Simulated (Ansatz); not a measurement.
# NaTaS3 (model cell, started as cubic perovskite with Ta in the octahedra): phonons and vibrational spectra

Aim: the vibrations of NaTaS3 (model cell, started as cubic perovskite with Ta in the octahedra), their spectra, and whether the structure is stable.

Method: DFT PBE, scalar-relativistic, plane waves, PAW; PAW set soft_1, in Ansatz 0.2.0.

The structure was built from a prototype and need not be the compound's stable phase.

## (1) Starting point

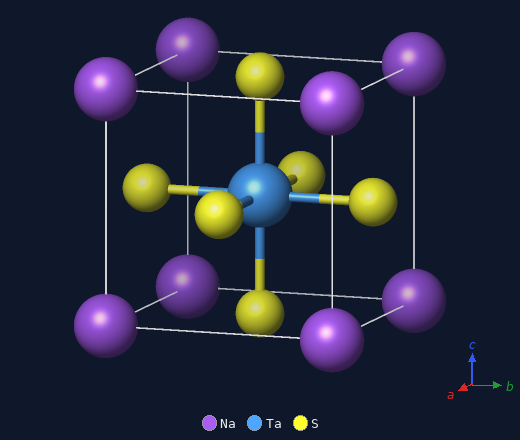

The starting structure, seen slightly off an axis (sodium purple, tantalum blue, sulfur yellow). Some periodic images of atoms are drawn too.

As a file:

```cif
data_structure
_symmetry_space_group_name_H-M 'Pm-3m'
_symmetry_Int_Tables_number 221
_cell_length_a 4.8608
_cell_length_b 4.8608
_cell_length_c 4.8608
_cell_angle_alpha 90.000
_cell_angle_beta 90.000
_cell_angle_gamma 90.000
_cell_volume 114.85
loop_
_atom_site_label
_atom_site_type_symbol
_atom_site_symmetry_multiplicity
_atom_site_Wyckoff_symbol
_atom_site_fract_x
_atom_site_fract_y
_atom_site_fract_z
_atom_site_occupancy
Na1 Na 1 a 0.00000 0.00000 0.00000 1
Ta1 Ta 1 b 0.50000 0.50000 0.50000 1
S1 S 3 c 0.50000 0.50000 0.00000 1
```

## (2) Bringing the structure to rest

Harmonic phonons are second derivatives at a point where the forces vanish, and they are wanted at zero stress, so atoms and cell are relaxed first.

Input file input.yaml:

```yaml
crystal:
  lattice:
    - [4.8608, 0.0, 0.0]
    - [0.0, 4.8608, 0.0]
    - [0.0, 0.0, 4.8608]
  atoms:
    - { symbol: Na, position: [0.0, 0.0, 0.0] }
    - { symbol: Ta, position: [0.5, 0.5, 0.5] }
    - { symbol: S, position: [0.5, 0.5, 0.0] }
    - { symbol: S, position: [0.5, 0.0, 0.5] }
    - { symbol: S, position: [0.0, 0.5, 0.5] }
kpoints:
  mp_grid: { grid: [8, 8, 8] }
hamiltonian:
  xc: pbe
  pseudopotentials: { kind: paw, azcp: { folder: soft_1 } }
scf:
  occupations: { method: gaussian, width: 0.1 }
output:
  forces: true
  stress: true
  eigenvalues: true
  write_density: true
  write_potential: true
  elf: true
  volumetric_format: npy
relax:
  adjacent_minimum: "off"
  f_tol: 0.005
  max_steps: 80
  cell: { stress_tol: 0.05 }
```

Launch:

```sh
> ansatz run input.yaml --threads 4 --pin off --max-ram 16384MiB --backend cpu --events-out ev --progress --plain --runs-dir out
```

Numbers of over 12 decimals in the logs are rounded to 6 here.

The program printed:

```text
Engine: ansatz 0.2.0, aarch64-unknown-linux-gnu
Pseudopotentials: kind: paw
Pseudopotential: Na, paw, valence charge 9, recommended cutoff 420 eV (normal), soft_1/Na.paw.azcp
Pseudopotential: Ta, paw, valence charge 13, recommended cutoff 420 eV (normal), soft_1/Ta.paw.azcp
Pseudopotential: S, paw, valence charge 6, recommended cutoff 420 eV (normal), soft_1/S.paw.azcp
Functional definition: PBE
  parameter kappa = 0.804
  parameter beta = 0.066725
  exchange = pbe_x(kappa = kappa, mu = beta*pi^2/3)
  correlation = pbe_c(beta = beta)
Crystal: 5 atoms, lattice volume = 114.848 Å³
Basis set: ecut = 420 eV, 2205 PW (Γ), exchange–correlation on 72×72×72 points (8 copies of the dense FFT grid, shifted against one another)
Bands: 25, of which v1, the nominal top of the filled ones, is band 20 counted from 1 (19 counted from 0)
Symmetry: 48 space group operations
Space group: Pm-3m (ITA 221), of the structure as read, at distance tolerance 4.9e-5 Å
k-points: 35 of 512
Non-local potential: Na, projectors of the file, l = 0: 3, l = 1: 2, l = 2: 1
Non-local potential: Ta, projectors of the file, l = 0: 3, l = 1: 2, l = 2: 2, l = 3: 1
Non-local potential: S, projectors of the file, l = 0: 2, l = 1: 2, l = 2: 1
PAW form: soft (Blöchl's): semilocal exchange-correlation on the pseudo side does not see the compensation charge
PAW one-centre angular grid: Na, 110 points (default); XC on 64 Gauss nodes
PAW one-centre angular grid: Ta, 590 points (default); XC on 64 Gauss nodes
PAW one-centre angular grid: S, 110 points (default); XC on 64 Gauss nodes
Initial density: superposition of atomic densities (chi_scale 0.1, normalization cell, long waves kept (reshape's long-wave potential 0.01 eV rms))
Initial wavefunctions: pseudopotential atomic-orbital guess
Functional: x = pbe(κ = 0.804, μ = 0.219515), c = pbe(β = 0.066725)
SCF iter   1: F=—  HF=-14130.498559 eV  |F-HF|=—  |Δ(HF+E_count)|=         —  Δρ=3.70e-2  dr2=1.09e0  ethr=3.10e-3  ⟨swp⟩=6.3  Hψ=4405  notcnv=0
preconditioner: auto → Resta (q_TF=auto, 2.288 Å⁻¹)  ε∞=5.8  [insulator: Δε(μ)=0.112 eV  Ē_g=7.750 eV  σ=0.100 eV  W_gap=0.56  n_scr=26 (ndim 8)  ℏωp=17.0 eV  f_vac=0.000  D(μ)=0.91/eV (n_scr^D=0)  ε∞_Penn≈5.8]
SCF iter   2: F=—  HF=-14130.176648 eV  |F-HF|=—  |Δ(HF+E_count)|=   3.22e-1  Δρ=1.76e-2  dr2=3.00e-1  ethr=2.72e-3  ⟨swp⟩=2.0  Hψ=1645  notcnv=0  defer=12
SCF iter   3: F=—  HF=-14130.121603 eV  |F-HF|=—  |Δ(HF+E_count)|=   5.50e-2  Δρ=4.22e-3  dr2=2.43e-2  ethr=7.51e-4  ⟨swp⟩=2.3  Hψ=1514  notcnv=0  defer=13
SCF iter   4: F=—  HF=-14130.126616 eV  |F-HF|=—  |Δ(HF+E_count)|=   5.01e-3  Δρ=9.66e-4  dr2=1.12e-3  ethr=6.08e-5  ⟨swp⟩=2.0  Hψ=1419  notcnv=0  defer=13
SCF iter   5: F=—  HF=-14130.128059 eV  |F-HF|=—  |Δ(HF+E_count)|=   1.44e-3  Δρ=2.26e-4  dr2=1.49e-4  ethr=2.80e-6  ⟨swp⟩=2.1  Hψ=1126  notcnv=0  defer=13
SCF iter   6: F=—  HF=-14130.128195 eV  |F-HF|=—  |Δ(HF+E_count)|=   1.35e-4  Δρ=5.67e-5  dr2=8.11e-6  ethr=3.73e-7  ⟨swp⟩=2.0  Hψ=1273  notcnv=0  defer=13
SCF iter   7: F=—  HF=-14130.128186 eV  |F-HF|=—  |Δ(HF+E_count)|=   9.40e-6  Δρ=1.22e-5  dr2=2.79e-7  ethr=2.03e-8  ⟨swp⟩=2.6  Hψ=1386  notcnv=0  defer=22
SCF iter   8: F=-14130.128186 eV  HF=-14130.128186 eV  |F-HF|=9.52e-9  |Δ(HF+E_count)|=   9.42e-8  Δρ=2.10e-6  dr2=7.81e-9  ethr=2.50e-10  ⟨swp⟩=15.0  Hψ=6881  notcnv=0
SCF 1 converged in 8 iterations: F = -14130.128186 eV  dr2 = 7.81e-9
  greatest PAW one-centre occupation: 0.999 electrons in one spin orbital (limit 2), on the Na atom at site 0 (counted from 0), in its partial waves of l = 0
relax step   1: F+E_penalty+E_count = -14130.12818565 eV  Δ(F+E_penalty+E_count) = +0.000e0 eV  max|allowed force component| = 7.783e-30 eV/Å  Δτ_max = 0.0000 Å  P = -1.341 GPa  Ω = 114.848 Å³  (8 SCF iters, dr2 threshold 1.00e-7 eV, accepted)
Crystal: 5 atoms, lattice volume = 112.653 Å³
Initial density: handed on by an earlier stage of this run
Initial wavefunctions: those handed on with the density
iter 1 solved again at ethr=1.07e-5 eV; its pass at ethr=3.10e-3 eV (dr2=4.26e-3 eV) is discarded
SCF iter   1: F=—  HF=-14130.137311 eV  |F-HF|=—  |Δ(HF+E_count)|=         —  Δρ=1.29e-3  dr2=4.48e-3  ethr=1.07e-5  ⟨swp⟩=2.0  Hψ=4875  notcnv=0
preconditioner: auto → Resta (q_TF=auto, 2.296 Å⁻¹)  ε∞=5.9  [insulator: Δε(μ)=0.118 eV  Ē_g=7.771 eV  σ=0.100 eV  W_gap=0.59  n_scr=26 (ndim 8)  ℏωp=17.1 eV  f_vac=0.028  D(μ)=0.94/eV (n_scr^D=0)  ε∞_Penn≈5.9]
SCF iter   2: F=—  HF=-14130.136342 eV  |F-HF|=—  |Δ(HF+E_count)|=   9.68e-4  Δρ=5.91e-4  dr2=5.04e-4  ethr=1.07e-5  ⟨swp⟩=2.1  Hψ=1028  notcnv=0
SCF iter   3: F=—  HF=-14130.136229 eV  |F-HF|=—  |Δ(HF+E_count)|=   1.13e-4  Δρ=2.74e-4  dr2=1.38e-4  ethr=1.26e-6  ⟨swp⟩=2.6  Hψ=1273  notcnv=0
SCF iter   4: F=—  HF=-14130.136187 eV  |F-HF|=—  |Δ(HF+E_count)|=   4.22e-5  Δρ=5.52e-5  dr2=4.59e-6  ethr=3.44e-7  ⟨swp⟩=2.0  Hψ=1288  notcnv=0
SCF iter   5: F=-14130.136192 eV  HF=-14130.136191 eV  |F-HF|=3.12e-7  |Δ(HF+E_count)|=   4.75e-6  Δρ=1.85e-5  dr2=4.04e-7  ethr=1.25e-9  ⟨swp⟩=13.3  Hψ=7451  notcnv=0
SCF 2 converged in 5 iterations: F = -14130.136192 eV  dr2 = 4.04e-7
  Residual-converged pass: ⟨swp⟩=1.1  Hψ=1017  notcnv=0  max |occ|·‖R‖ = 7.0e-9 eV (tolerance 1.0e-8 eV)  dr2=4.04e-7  dr2_onsite=5.53e-8  max |Δocc| = 1.1e-10
relax step   2: F+E_penalty+E_count = -14130.13619180 eV  Δ(F+E_penalty+E_count) = -8.006e-3 eV  max|allowed force component| = 1.392e-29 eV/Å  Δτ_max = 0.0000 Å  P = +0.232 GPa  Ω = 112.653 Å³  energy of the carried Pulay correction = +2.255e-4 eV  (5 SCF iters, dr2 threshold 5.00e-7 eV, accepted)
Crystal: 5 atoms, lattice volume = 112.971 Å³
iter 1 solved again at ethr=2.61e-7 eV; its pass at ethr=3.10e-3 eV (dr2=1.04e-4 eV) is discarded
SCF iter   1: F=—  HF=-14130.136421 eV  |F-HF|=—  |Δ(HF+E_count)|=         —  Δρ=1.97e-4  dr2=9.80e-5  ethr=2.61e-7  ⟨swp⟩=2.1  Hψ=4714  notcnv=0
preconditioner: auto → Resta (q_TF=auto, 2.295 Å⁻¹)  ε∞=5.8  [insulator: Δε(μ)=0.118 eV  Ē_g=7.773 eV  σ=0.100 eV  W_gap=0.59  n_scr=26 (ndim 8)  ℏωp=17.1 eV  f_vac=0.030  D(μ)=0.88/eV (n_scr^D=0)  ε∞_Penn≈5.8]
SCF iter   2: F=—  HF=-14130.136386 eV  |F-HF|=—  |Δ(HF+E_count)|=   3.44e-5  Δρ=8.95e-5  dr2=1.06e-5  ethr=2.45e-7  ⟨swp⟩=2.2  Hψ=1057  notcnv=0
SCF iter   3: F=—  HF=-14130.136383 eV  |F-HF|=—  |Δ(HF+E_count)|=   2.77e-6  Δρ=4.14e-5  dr2=2.74e-6  ethr=2.64e-8  ⟨swp⟩=2.6  Hψ=1269  notcnv=0
SCF iter   4: F=-14130.136383 eV  HF=-14130.136383 eV  |F-HF|=3.99e-8  |Δ(HF+E_count)|=   7.95e-7  Δρ=7.40e-6  dr2=6.59e-8  ethr=3.35e-10  ⟨swp⟩=9.4  Hψ=6620  notcnv=0
SCF 3 converged in 4 iterations: F = -14130.136383 eV  dr2 = 6.59e-8
relax step   3: F+E_penalty+E_count = -14130.13638261 eV  Δ(F+E_penalty+E_count) = -1.908e-4 eV  max|allowed force component| = 2.294e-29 eV/Å  Δτ_max = 0.0000 Å  P = -0.006 GPa  Ω = 112.971 Å³  energy of the carried Pulay correction = +1.925e-4 eV  (4 SCF iters, dr2 threshold 1.34e-7 eV, accepted)
Initial wavefunctions: pseudopotential atomic-orbital guess (no wavefunctions were taken with the density)
iter 1 solved again at ethr=1.83e-6 eV; its pass at ethr=3.10e-3 eV (dr2=7.32e-4 eV) is discarded
SCF iter   1: F=—  HF=-14130.136204 eV  |F-HF|=—  |Δ(HF+E_count)|=         —  Δρ=1.89e-5  dr2=1.08e-7  ethr=1.83e-6  ⟨swp⟩=3.0  Hψ=6697  notcnv=0
eigensolver tolerance schedule: the retry pair's looser diagonalisation over-reported the residual by 6791.31 of it (diagonalisation noise at an unbounded share of the residual, at the tolerance the schedule requests for it); recorded, not acted on — ethr = c·dr2/N_el stays at c = 1.0e-1
preconditioner: auto → Resta (q_TF=auto, 2.295 Å⁻¹)  ε∞=5.9  [insulator: Δε(μ)=0.118 eV  Ē_g=7.771 eV  σ=0.100 eV  W_gap=0.59  n_scr=26 (ndim 8)  ℏωp=17.1 eV  f_vac=0.030  D(μ)=0.89/eV (n_scr^D=0)  ε∞_Penn≈5.9]
SCF iter   2: F=—  HF=-14130.136191 eV  |F-HF|=—  |Δ(HF+E_count)|=   1.28e-5  Δρ=1.03e-5  dr2=4.85e-8  ethr=2.70e-10  ⟨swp⟩=3.9  Hψ=2078  notcnv=0
SCF iter   3: F=—  HF=-14130.136191 eV  |F-HF|=—  |Δ(HF+E_count)|=   4.84e-8  Δρ=1.84e-6  dr2=5.86e-9  ethr=1.21e-10  ⟨swp⟩=2.1  Hψ=1243  notcnv=0
SCF iter   4: F=—  HF=-14130.136191 eV  |F-HF|=—  |Δ(HF+E_count)|=   3.97e-9  Δρ=1.05e-6  dr2=1.42e-9  ethr=1.46e-11  ⟨swp⟩=2.0  Hψ=1160  notcnv=0
SCF iter   5: F=—  HF=-14130.136191 eV  |F-HF|=—  |Δ(HF+E_count)|=  7.42e-10  Δρ=5.28e-7  dr2=4.21e-10  ethr=3.55e-12  ⟨swp⟩=2.1  Hψ=1234  notcnv=0
SCF iter   6: F=—  HF=-14130.136191 eV  |F-HF|=—  |Δ(HF+E_count)|=  2.47e-10  Δρ=2.00e-7  dr2=5.87e-11  ethr=1.05e-12  ⟨swp⟩=2.0  Hψ=1056  notcnv=0
SCF iter   7: F=-14130.136191 eV  HF=-14130.136191 eV  |F-HF|=3.64e-12  |Δ(HF+E_count)|=  3.27e-11  Δρ=3.85e-8  dr2=1.96e-12  ethr=1.00e-12  ⟨swp⟩=7.1  Hψ=4162  notcnv=0
SCF 4 converged in 7 iterations: F = -14130.136191 eV  dr2 = 1.96e-12
relax step   4: F+E_penalty+E_count = -14130.13619115 eV  Δ(F+E_penalty+E_count) = +1.915e-4 eV  max|allowed force component| = 4.136e-29 eV/Å  Δτ_max = 0.0000 Å  P = -0.006 GPa  Ω = 112.971 Å³  stress off target by 6.02e-3 GPa  SCF on the basis re-selected at this cell (its energy is not comparable with the rows above)  (7 SCF iters)
basis re-selected at this cell: Δ(F+E_penalty+E_count) = +1.915e-4 eV, ΔP = +0.000 GPa vs the last step (what re-selecting the basis moved, of the pressure what is left beyond the Pulay correction that the steps carried, after the strain that the cell walked since its last selection, with what the two solves' SCF thresholds leave and, on support functions, any second-order correction that the steps lacked; it is no m [...]
SCF converged after 7 iterations
Free energy (F): -14130.136191 eV
Harris-Foulkes:  -14130.136191 eV  (|F-HF|=3.64e-12)
Internal energy: -14130.131756 eV  (E = F + TS)
E sigma→0 (E₀):  -14130.133973 eV
Entropy (-TS):   -0.004436 eV (-0.887 meV/atom)
Fermi energy:    6.264139 eV
--- Per-component energies (eV) ---
  E_band       = -476.783253
  E_kinetic    = 819.982891
  E_local      = -2982.205494  (includes V_loc(G=0)·N_el)
  E_nonlocal   = 370.341060
  E_hartree    = 1036.730997
  E_xc         = -624.022402
  E_vxc        = -527.956762  (∫ρ·V_xc dr)
  E_paw        = -10423.292103  (= ΣΔE_a)
  E_vpaw       = -230.407076  (= ΣTr[D̂ρ^β])
  E_aug_tail   = 0.000102  (compensation charges beyond the density's cutoff)
  E_ewald      = -2327.666806
  E_smearing   = -0.004436  (= −TS)
  E_closure    = -0.000000  (closes the sum)
  Σ components = -14130.136191   (vs F -14130.136191, Δ=0.00e0)
--- Forces (eV/Å), atoms counted from 1 ---
  atom   1  Na    -0.00000000    -0.00000000     0.00000000
  atom   2  Ta    -0.00000000     0.00000000    -0.00000000
  atom   3  S     -0.00000000    -0.00000000     0.00000000
  atom   4  S     -0.00000000     0.00000000    -0.00000000
  atom   5  S     -0.00000000    -0.00000000     0.00000000
  max |Σ_I F_I| component: 5.50e-29 eV/Å
--- Stress (GPa, compression-positive) ---
       -0.006018      -0.000000       0.000000
       -0.000000      -0.006018       0.000000
        0.000000       0.000000      -0.006018
  P = ⅓ Tr σ = -0.0060 GPa (-0.060 kbar)
--- Band table (eV; the first three rows and the last of 35) ---
  k-point 0: bands = [... 16 lower, 5.0083, 5.5555, 5.5555, 5.5555, 5.6953, 5.6953, 5.6953, 8.1687, ... 1 higher]
  k-point 1: bands = [... 16 lower, 4.9367, 5.0034, 5.3833, 5.3833, 5.7033, 6.4516, 6.4516, 8.1754, ... 1 higher]
  k-point 2: bands = [... 16 lower, 4.2252, 4.7741, 5.3749, 5.3749, 5.7228, 7.4039, 7.4039, 8.1896, ... 1 higher]
  k-point 34: bands = [... 16 lower, 1.6718, 6.3402, 6.3402, 6.3402, 9.0112, 9.0479, 9.0479, 9.0479, ... 1 higher]
--- Relaxed structure (3 steps of the walk, 3 accepted, 1 SCFs on fresh bases) ---
  F+E_penalty+E_count = -14130.13619115 eV   max|allowed force component| = 4.136e-29 eV/Å   (the final SCF, on the basis selected at the relaxed cell)
  cell:  # Å, volume = 112.9708 Å³
    - [4.834171, 0, 0]
    - [0, 4.834171, 0.0]
    - [0, 0.0, 4.834171]
  atoms:
    - { symbol: Na, position: [0, 0, 0] }
    - { symbol: Ta, position: [0.500000, 0.500000, 0.500000] }
    - { symbol: S, position: [0.500000, 0.500000, 0] }
    - { symbol: S, position: [0.500000, 0, 0.500000] }
    - { symbol: S, position: [0, 0.500000, 0.500000] }
```

Elapsed: 8.2 s, on 4 threads of Arm Neoverse V1, shared host; peak memory 0.47 GiB.

Relaxation path:

```tsv
step	energy less that of the first step (eV)	largest force component (eV/Å)	pressure (GPa)	volume (Å³)
1	0.0000	0.0000	-1.34	114.85
2	-0.0080	0.0000	0.23	112.65
3	-0.0082	0.0000	-0.01	112.97
4*	-0.0080	0.0000	-0.01	112.97
```

Relaxation steps marked * repeat the geometry before them on a plane-wave basis chosen anew for their cell, so energy and pressure can jump there.

The run keeps the 48 symmetry operations that it works with, so distortions that break them were not tested.

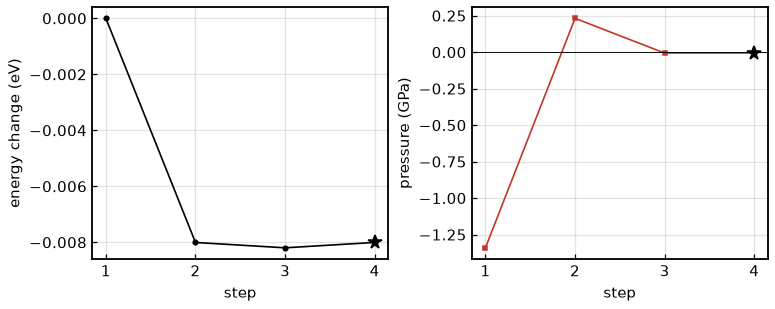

Energy and pressure along the relaxation. Stars mark steps on a basis chosen anew.

```tsv
conventional cell, symmetrised	before	after	change
a (Å)	4.861	4.834	-0.5 %
b (Å)	4.861	4.834	-0.5 %
c (Å)	4.861	4.834	-0.5 %
volume (Å³/atom)	22.97	22.59	-1.6 %
```

The relaxed structure:

```cif
data_structure
_symmetry_space_group_name_H-M 'P 1'
_symmetry_Int_Tables_number 1
_cell_length_a 4.8342
_cell_length_b 4.8342
_cell_length_c 4.8342
_cell_angle_alpha 90.000
_cell_angle_beta 90.000
_cell_angle_gamma 90.000
_cell_volume 112.97
loop_
_atom_site_label
_atom_site_type_symbol
_atom_site_fract_x
_atom_site_fract_y
_atom_site_fract_z
_atom_site_occupancy
Na1 Na 0.00000 0.00000 0.00000 1
Ta2 Ta 0.50000 0.50000 0.50000 1
S3 S 0.50000 0.50000 0.00000 1
S4 S 0.50000 0.00000 0.50000 1
S5 S 0.00000 0.50000 0.50000 1
```

This step gave:

```
pressure          : -0.006018 GPa
volume per atom   : 22.59 Å³
gap on the k-mesh : 0 eV
```

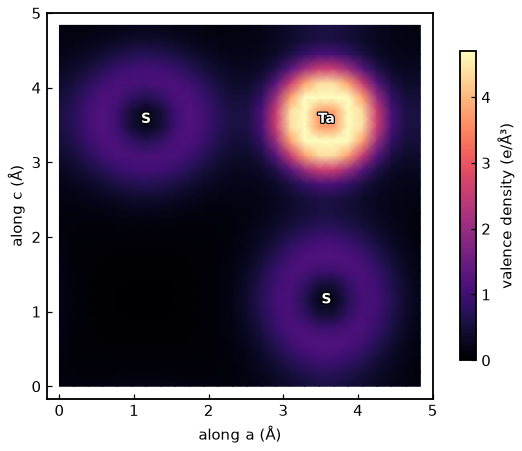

Valence density in the ac plane at fractional y = 0.500, with atoms of Ta and S within 0.2 Å of it. It is the smooth field of the valence electrons, not physical close to the nuclei. The map starts off the cell's origin, so that atoms lie inside it.

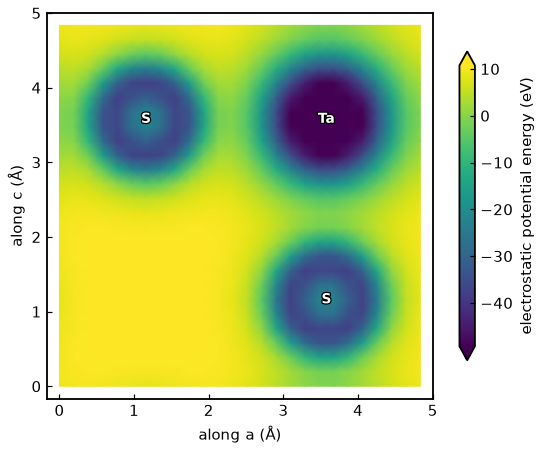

Electrostatic potential energy in the ac plane at fractional y = 0.500, with atoms of Ta and S within 0.2 Å of it. With pseudopotentials it is smooth inside the atoms' cores, unlike the true potential. The map starts off the cell's origin, so that atoms lie inside it.

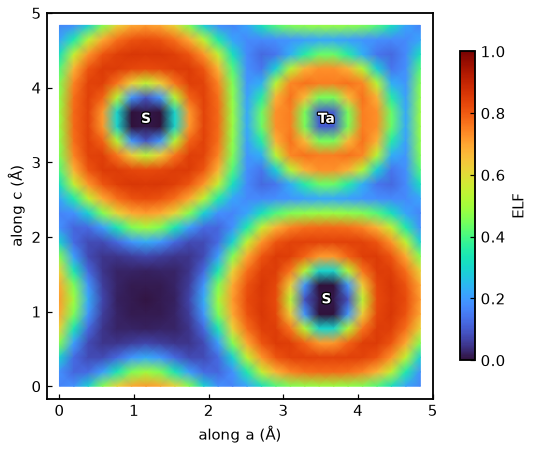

ELF in the ac plane at fractional y = 0.500, with atoms of Ta and S within 0.2 Å of it. It is the smooth field of the valence electrons, not physical close to the nuclei. The map starts off the cell's origin, so that atoms lie inside it.

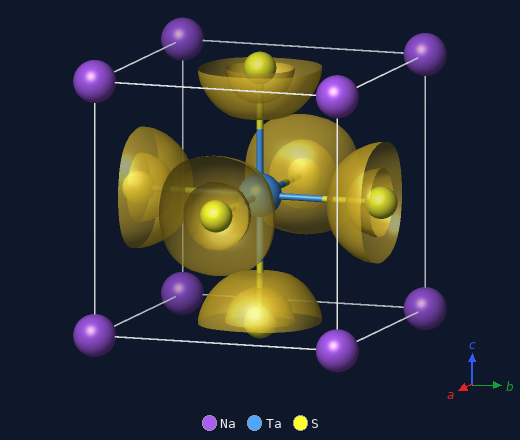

Surface of ELF = 0.79.

In this step the volume went from 22.97 to 22.59 Å³/atom.

## (3) Relaxing to small forces for the phonons

Phonons need a cell at rest on their own settings, so the relaxation is repeated with tight tolerances on forces and stress, using the mesh and the filling of the phonon run that follows.

Input file input.yaml:

```yaml
crystal:
  lattice:
    - [4.8341712185, 0.0, 0.0]
    - [0.0, 4.8341712185, 0.0]
    - [0.0, 0.0, 4.8341712185]
  atoms:
    - { symbol: Na, position: [0.0, 0.0, 0.0] }
    - { symbol: Ta, position: [0.5, 0.5, 0.5] }
    - { symbol: S, position: [0.5, 0.5, 0.0] }
    - { symbol: S, position: [0.5, 0.0, 0.5] }
    - { symbol: S, position: [0.0, 0.5, 0.5] }
kpoints:
  mp_grid: { grid: [8, 8, 8] }
hamiltonian:
  xc: pbe
  pseudopotentials: { kind: paw, azcp: { folder: soft_1 } }
scf:
  occupations: { method: methfessel_paxton, width: 0.2 }
output:
  forces: true
  stress: true
  eigenvalues: true
relax:
  adjacent_minimum: "off"
  f_tol: 0.001
  max_steps: 60
  cell: { stress_tol: 0.01 }
```

The program printed:

```text
[...]
Crystal: 5 atoms, lattice volume = 112.971 Å³
Basis set: ecut = 420 eV, 2205 PW (Γ), exchange–correlation on 72×72×72 points (8 copies of the dense FFT grid, shifted against one another)
Bands: 25, of which v1, the nominal top of the filled ones, is band 20 counted from 1 (19 counted from 0)
Symmetry: 48 space group operations
[...]
k-points: 35 of 512
[...]
--- Relaxed structure (1 steps of the walk, 1 accepted, 1 SCFs on fresh bases) ---
[...]
cell:  # Å, volume = 112.9708 Å³
    - [4.8341712185, 0.0, 0.0]
    - [0.0, 4.8341712185, 0.0]
    - [0.0, 0.0, 4.8341712185]
  atoms:
    - { symbol: Na, position: [0.0, 0.0, 0.0] }
    - { symbol: Ta, position: [0.5, 0.5, 0.5] }
    - { symbol: S, position: [0.5, 0.5, 0.0] }
    - { symbol: S, position: [0.5, 0.0, 0.5] }
    - { symbol: S, position: [0.0, 0.5, 0.5] }
[key lines of the parts left out:]
SCF converged after 6 iterations
Free energy (F): -14130.130585 eV
Fermi energy:    6.270319 eV
P = ⅓ Tr σ = 0.0000 GPa (0.000 kbar)
```

Wall time 5 s (4 threads); peak memory 0.46 GiB.

Little changed from the start: no atom moved by 0.005 Å and no cell edge by 0.1 %.

Numbers from this step:

| Quantity | Value |
| --- | --- |
| pressure | 1.31e-5 GPa |

The forces vanish by symmetry and the pressure is 0.000 GPa, within the tolerances set. The cell now holds 22.59 Å³/atom.

(Continued in part 2 of 2.)

[Logs are printed without paths, hosts, clocks, repeated set-up lines and the standing remarks that a program may print on its own settings, such as how far it seeks lower states.]

[Hosts, paths, dates, database ids (printed as entryN), source tags and the programs' standing remarks are cut or masked in the printed files.]
